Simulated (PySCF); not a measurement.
Consider C3H7O2S2···CH4O (charge −1).

Input file:

```
{"job": {"kind": "inter", "xc": "PBE0", "basis": "def2-SVP", "disp": "d3bj", "pairs": false}, "charge": -1, "multiplicity": 1, "parts": [{"atoms": "0-13", "charge": -1, "multiplicity": 1}, {"atoms": "14-19", "charge": 0, "multiplicity": 1}]}
C     -1.986741     1.174081    -0.133351
S     -1.332582    -0.223458     0.539729
O     -0.616799     0.094931     1.790927
O     -2.335788    -1.274879     0.682028
C      0.004530    -1.174131    -0.446307
S      1.219255    -0.105067    -1.207692
C      1.918865     0.664013     0.283380
H     -1.172493     1.874840    -0.288731
H     -2.444387     0.885823    -1.074323
H      0.482345    -1.871989     0.236235
H     -0.523700    -1.699110    -1.235010
H      2.722746     0.039154     0.666024
H      1.120130     0.753496     1.016381
H      2.302973     1.639923     0.004819
C     -1.525886    -2.528835     3.536550
O     -0.882320    -1.383866     4.033465
H     -2.134774    -2.953332     4.340738
H     -0.790655    -3.286151     3.221810
H     -2.165252    -2.295017     2.682646
H     -0.746009    -0.781097     3.265885
```

Launched as:

```sh
OMP_NUM_THREADS=1 python cluster_run.py task.json out
```

Geometry: GFN2-xTB.

Theory: PySCF, PBE0-D3(BJ)/def2-SVP, SCF density, gas phase.

**Predict the electron density and electron localisation function between the atoms.**

C–O (1.40 Å): ρ at the midpoint is about 2.1 e/Å³, with its minimum of 1.8 e/Å³ about 0.5 Å from C; the ELF peaks at about 0.90 between the atoms, as expected for a shared but strongly polarised pair.
C–S (1.79 Å): ρ at the midpoint is about 1.3 e/Å³; the ELF peaks at about 0.90 between the atoms (a covalent bond).

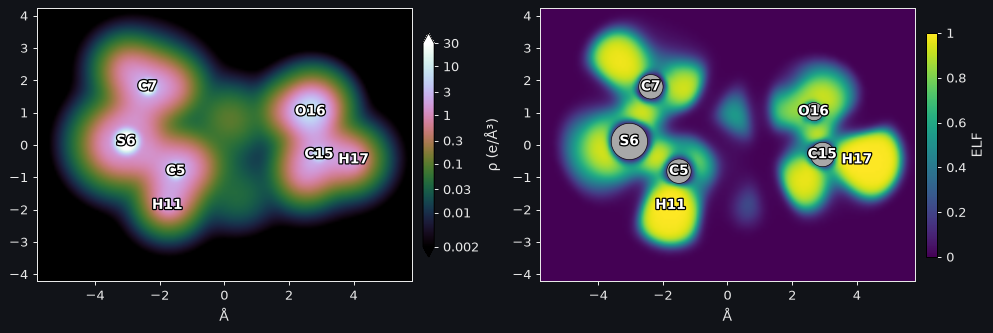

Computed electron density and electron localisation function on the plane of atoms C5, S6 and C7, in this order. Grey discs cover the atomic cores in the ELF map. 
